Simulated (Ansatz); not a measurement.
**C$_{3}$H$_{7}$FGeO: geometry relaxation**

System: C$_{3}$H$_{7}$FGeO.
Method: RKS HSE06-d3bj/cc-pVDZ (Ansatz 0.2.0).

The run did not end well. The geometry comes from this level: PBE0-D4/def2-TZVP.

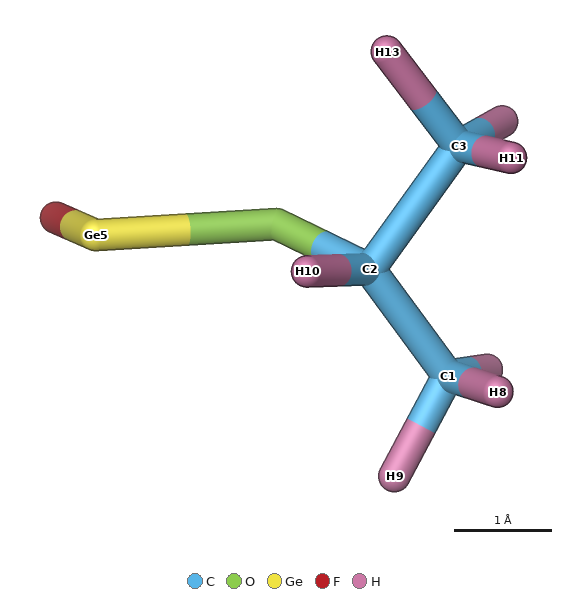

Fig. 1: The structure as given in the input (stick view, seen at a tilt; atoms are numbered from 1 in the order of the input). Sticks mark near contacts.

### What the run reported

```csv
quantity,value
outcome,not converged
hardware,"8 threads of Arm Neoverse V1, 23 GiB of memory available, shared host"
wall time,7.5 s (CPU time 52 s)
peak memory,0.83 GiB
```

This input holds a deliberate fault: the optimiser is allowed too few steps. The run did not converge: “geometry relaxation did not converge after 1 steps: max|allowed force component| = 1.45e1 eV/Å (threshold 1.0e-3). Raise `relax.max_steps` over both its present limit and 1, loosen `relax.f_tol`, or start from a geometry closer to equilibrium …” Its last values are not results.

### The input
```yaml
crystal:
  periodic: [false, false, false]
  atoms:
    - {symbol: C, position_ang: [-1.013765, -1.028505, 0.613529]}
    - {symbol: C, position_ang: [0.050139, -0.100603, 0.251611]}
    - {symbol: C, position_ang: [0.865994, -0.682880, -0.994302]}
    - {symbol: O, position_ang: [-0.441513, 1.165363, -0.251594]}
    - {symbol: Ge, position_ang: [0.068764, 2.762312, 0.757334]}
    - {symbol: F, position_ang: [-1.267813, 3.626123, -0.084642]}
    - {symbol: H, position_ang: [-1.655936, -1.201241, 0.050315]}
    - {symbol: H, position_ang: [-0.335901, -1.790439, 1.029754]}
    - {symbol: H, position_ang: [-1.533843, -0.783929, 1.650578]}
    - {symbol: H, position_ang: [0.837207, 0.279337, 0.933894]}
    - {symbol: H, position_ang: [1.415404, -1.416656, -0.709893]}
    - {symbol: H, position_ang: [0.205408, -0.812894, -1.797865]}
    - {symbol: H, position_ang: [1.936124, 0.126662, -1.234544]}
basis:
  gaussian: {orbitals: cc-pVDZ}
hamiltonian: {xc: {name: HSE06}, dispersion: d3bj}
accuracy: high
scf: {lower_state_search: full}
relax: {f_tol: 0.001, max_steps: 1}
```

Run as:
```bash
ansatz run in.yaml --threads 8 --pin off --events-out ev --progress --plain --max-ram 18278MiB
```

### Output
```
Functional definition: HSE06
  name "HSE06"
  cite "Heyd, Scuseria & Ernzerhof, J. Chem. Phys. 118, 8207 (2003) doi:10.1063/1.1564060"
  cite "Krukau, Vydrov, Izmaylov & Scuseria, J. Chem. Phys. 125, 224106 (2006) doi:10.1063/1.2404663"
  cite "Heyd & Scuseria, J. Chem. Phys. 120, 7274 (2004) doi:10.1063/1.1668634"
  cite "Ernzerhof & Perdew, J. Chem. Phys. 109, 3313 (1998) doi:10.1063/1.476928"
  cite "Perdew, Burke & Ernzerhof, Phys. Rev. Lett. 77, 3865 (1996) doi:10.1103/PhysRevLett.77.3865"
  parent pbe
  parameter a = 0.25
  parameter omega = 0.11/bohr
  # The whole range is PBE's own exchange, as in plane waves. The composition of these papers is wPBEh.
  exchange = pbe_x - a*pbe_x_sr(omega) + a*exact_x_sr(omega)
  correlation = pbe_c
3309 factors; integrals over basis functions are off by at most 3.0e-9 eV
130 factors; integrals over basis functions are off by at most 6.6e-10 eV
mean field evaluation 1: about -64475.2344 eV, gradient 7.5e1 eV
mean field evaluation 2: about -64475.3368 eV, gradient 7.5e1 eV
mean field evaluation 4: about -64482.3513 eV, gradient 5.3e1 eV
mean field evaluation 8: about -64488.1892 eV, gradient 7.0e-1 eV
mean field evaluation 16: about -64488.2000 eV, gradient 1.3e-3 eV
mean field evaluation 32: about -64461.0274 eV, gradient 7.2e1 eV
mean field -64488.20001606 eV, -2369.8976389183 hartree, gradient 3.1e-8 eV, S^2 0.000000; 0 other end points of the search recorded, 0 dependent functions left out
the calculation of the forces begins
reference -64488.20002002 eV, -2369.8976390639 hartree; 37, 37 occupied and 95, 95 virtual orbitals, 3309 factors
relax step   1: F+E_penalty+E_count = -64488.38940334 eV  Δ(F+E_penalty+E_count) = +0.000e0 eV  max|allowed force component| = 1.453e1 eV/Å  Δτ_max = 0.0000 Å  (45 SCF iters, accepted)
Error: geometry relaxation did not converge after 1 steps: max|allowed force component| = 1.45e1 eV/Å (threshold 1.0e-3). Raise `relax.max_steps` over both its present limit and 1, loosen `relax.f_tol`, or start from a geometry closer to equilibrium. Where this run's directory can be resumed (`checkpoint.write`), a resume goes on for up to `relax.max_steps` more
```
